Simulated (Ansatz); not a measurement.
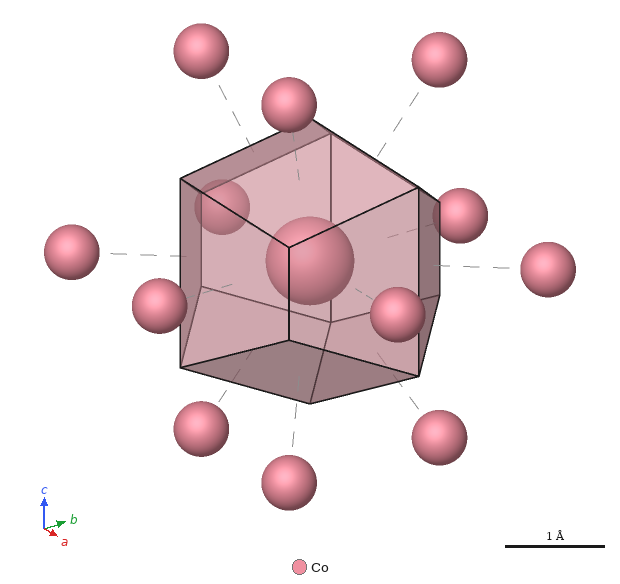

The polyhedron is the computed Voronoi (Dirichlet) cell of the central atom: each face lies in the plane that bisects the line to a neighbour. Central atom: Co (2c) in Co; faces take the colour of the neighbour behind them. Source: coordinates from a relaxation with Ansatz 0.2.0, DFT PBEsol, scalar-relativistic, plane waves, PAW.

Co, space group P6_3/mmc (No. 194), a = 2.456 Å, b = 2.456 Å, c = 3.968 Å, α = 90.00°, β = 90.00°, γ = 120.00°

```csv
site,Wyckoff,x,y,z
Co,2c,0.3333,0.6667,0.2500
```

Give the Voronoi index ⟨n3,n4,n5,n6,…⟩ (numbers of faces with 3, 4, 5, 6 … edges).

12 faces, index ⟨0,12,0,0⟩: a twelve-faced cell of four-edged faces, as in close packing.

What is the volume of this Voronoi cell?

10.4 Å³, equal to the mean volume per atom.

Tabulate the neighbours by distance and solid angle.

```
neighbour  faces  distance (Å)  solid angle (% of sphere)
       Co     12          2.44                      100.0
```
